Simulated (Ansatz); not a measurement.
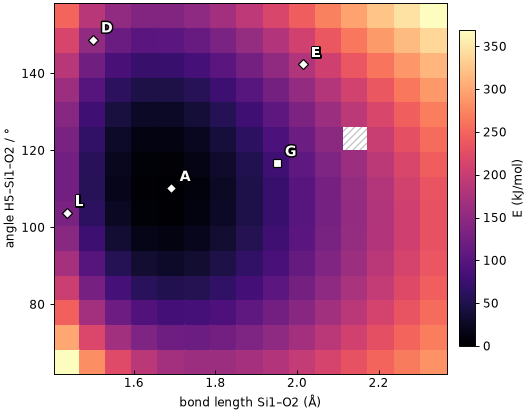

AlClH₃OSi, SMILES [SiH3][O][Al][Cl], spin multiplicity 2. Coordinates scanned: (1) bond length Si1–O2; (2) angle H5–Si1–O2. Nothing is relaxed (all other coordinates rigid). The scan uses a 15 × 15 grid. At 1 point there is no value. Energies: kJ/mol, counted from the lowest grid point. These are results of UKS PBE-D4/def2-SVP in Ansatz, not measurements.

Drawn: one coloured cell a grid point, hatched blanks where no value was computed, lettered points.

What kind of point is each of A, D, E, G: minimum, saddle, maximum or slope?

A: minimum; D: on a slope; E: on a slope; G: on a slope. (In these two coordinates alone; a stationary point may lie a little off the grid point.)

Rank the lettered points by energy, lowest first.

A (0 kJ/mol), G (78 kJ/mol), L (131 kJ/mol), D (151 kJ/mol), E (179 kJ/mol).
